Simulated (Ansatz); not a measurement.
System: AlGaAs2 (zincblende [001] superlattice) (P-4m2).

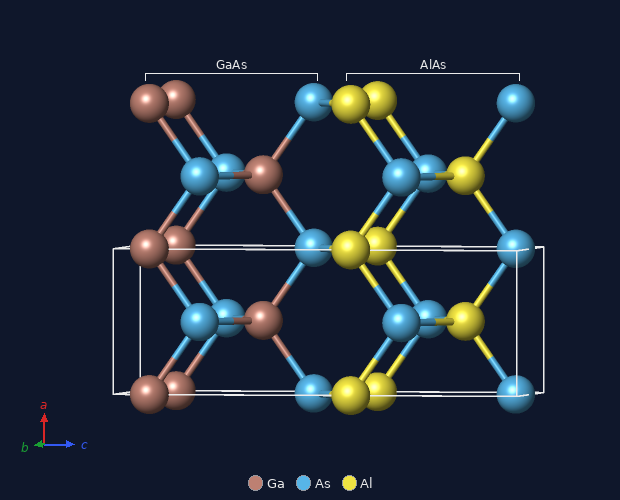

The structure (gallium pink, arsenic blue, aluminium yellow). 2×1×1 cells are drawn. Some periodic images of atoms are drawn too.

The structure was built from a prototype and need not be the compound's stable phase.

Symmetry: P-4m2, No. 115, tetragonal system. Conventional cell: a = 4.012 Å, b = 4.012 Å, c = 11.308 Å, α = 90.00°, β = 90.00°, γ = 90.00°. Nearest to Ga lie 4 As at 2.45 Å. Nearest to As lie 4 Ga at 2.45 Å. Nearest to As lie 2 Al at 2.45 Å and 2 Ga at 2.45 Å. Al has 4 As at 2.45 to 2.46 Å nearest. Nearest to As lie 4 Al at 2.46 Å. It derives from GaAs. Farther neighbours are not listed.

```yaml
crystal:
  lattice:
    - [4.01203, 0.00000, 0.00000]
    - [0.00000, 4.01211, 0.00000]
    - [0.00000, 0.00000, 11.30787]
  atoms:
    - { symbol: Ga, position: [0.00000, 0.00000, 0.06266] }
    - { symbol: As, position: [0.50000, 0.00000, 0.18727] }
    - { symbol: Ga, position: [0.50000, 0.50000, 0.31188] }
    - { symbol: As, position: [0.00000, 0.50000, 0.43695] }
    - { symbol: Al, position: [0.00000, 0.00000, 0.56192] }
    - { symbol: As, position: [0.50000, 0.00000, 0.68726] }
    - { symbol: Al, position: [0.50000, 0.50000, 0.81260] }
    - { symbol: As, position: [0.00000, 0.50000, 0.93758] }
```

The structure was relaxed with PBEsol. The runs that relaxed it are not among those shown. PAW set soft_2, made with PBE.

Gaps computed with Ansatz 0.2.0 without a self-energy: PBEsol 1.07 eV.

What gap should G0W0 on PBEsol give (4×4×2 mesh, 543 empty bands, screening to 120 eV, default PAW files)?

About 1.86 eV: on its mesh the run moves the gap from 1.06 eV by +0.80 eV. A band edge moves to another state on the way. Bands and cutoff are finite, so the gap is not at the basis limit. The miss can reach some tenths of an eV and take either sign; the mesh is an error of its own. The 4×4×2 mesh is coarse for this cell (its supercell is 16 Å along the shortest edge). The RPA ε∞ on it, from the PBEsol start, is 17.23 and 19.85; such meshes misread the long-range screening, most where the gap is narrow. The many-body steps are scalar-relativistic: spin-orbit coupling is not in them.

[Paths, hosts, dates, memory and timing lines, banners, echoed tables and standing remarks are left out of the program output.]

[Logs are printed without paths, hosts, clocks, repeated set-up lines and the standing remarks that a program may print on its own settings, such as how far it seeks lower states.]

[Runs of the session that timed out or met a known fault of the program may be left out.]

[Cells called generated may have been cut or substituted from an entry of the Crystallography Open Database or the Materials Project.]

[Hosts, paths, dates, database ids (printed as entryN), source tags and the programs' standing remarks are cut or masked in the printed files.]
